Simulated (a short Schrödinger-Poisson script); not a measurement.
Stack: gated Al0.2Ga0.8N/GaN polarisation-induced gas, at 20 K.

```tsv
layer	material	thickness (nm)	Na (cm⁻³)
1	Al0.2Ga0.8N	10	-
2	GaN	6000	2e15
```

Constants are typed, rounded textbook-type inputs, not results; the design itself was drawn at random and stands for no fabricated device. Al0.2Ga0.8N: permittivity 9.38, conduction-band edge (eV) 0.262, gap (eV) 3.804, electron mass (mₑ) 0.224, Nv at 300 K (cm⁻³) 4.6e19. GaN: permittivity 9.5, conduction-band edge (eV) 0, gap (eV) 3.43, Nv at 300 K (cm⁻³) 4.6e19.

Channel valleys (confinement mass, in-plane density-of-states mass, number): Γ 0.2, 0.2, 1. At the gate the conduction-band edge of layer 1 lies 1.1 eV − eVg above the Fermi level of the channel; the field vanishes at the back. Sheet of polarisation charge: +9.4e12 e/cm² at 10 nm from the gate. The barrier under the gate holds no holes. Gaps are held at their typed values at every temperature. Mesh 0.08 nm at interfaces.

Solved with a short Schrödinger-Poisson script written for these runs: 1D Poisson equation in equilibrium, electrons quantum, Hartree plus LDA exchange-correlation (BenDaniel-Duke, 40 states a valley, the channel's in-plane mass for all, wave functions free to enter the barrier), parabolic valleys, classical holes, full ionisation, no traps, pinning or gate leakage.

Only gate voltages with over 1e8 electrons/cm² are shown.

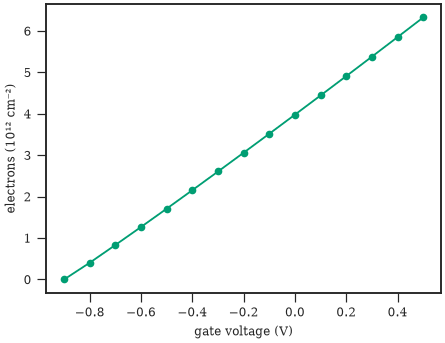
Figure. Sheet density against gate voltage

```csv
Vg (V),electrons (cm⁻²),in the channel layer,C (μF/cm²),Γ E0 (meV),Γ E1 (meV)
0.5,6.33e12,5.75e12,0.764,-75.7,9.0
0.4,5.85e12,5.37e12,0.759,-70.1,12.3
0.3,5.38e12,4.98e12,0.755,-64.4,15.4
0.2,4.91e12,4.58e12,0.750,-58.8,18.4
0.1,4.45e12,4.18e12,0.746,-53.2,21.2
0,3.98e12,3.77e12,0.741,-47.7,23.9
-0.1,3.52e12,3.35e12,0.736,-42.1,26.4
-0.2,3.06e12,2.94e12,0.731,-36.7,28.7
-0.3,2.61e12,2.52e12,0.726,-31.2,30.7
-0.4,2.16e12,2.09e12,0.719,-25.8,32.5
-0.5,1.71e12,1.67e12,0.712,-20.5,33.9
-0.6,1.27e12,1.24e12,0.703,-15.2,35.0
-0.7,8.33e11,8.21e11,0.692,-10.0,35.4
-0.8,4.05e11,4.01e11,0.679,-4.7,35.1
-0.9,3.11e8,3.09e8,0.0648,10.6,41.0
```

Subbands count from the Fermi level.
